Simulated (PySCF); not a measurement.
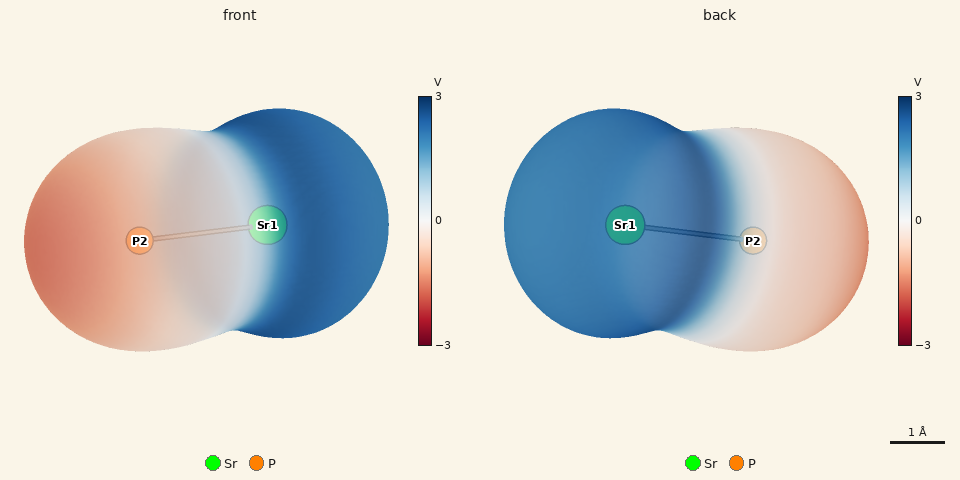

Figure. SrP (quartet). The electrostatic potential painted on the density surface at 0.002 e/bohr³, seen from the front and from behind; the colour scale runs from red (negative) to blue (positive).

Core potentials replace the inner electrons of Sr.

All numbers below come from PBE0/def2-SVPD, non-relativistic Hamiltonian with scalar-relativistic core potentials where named, at a bond length of 2.944 Å in PySCF.

Where is the surface potential most negative and most positive?

Answer. The most negative region (about −1.7 V) lies over P2, the most positive (about +2.6 V) over Sr1.
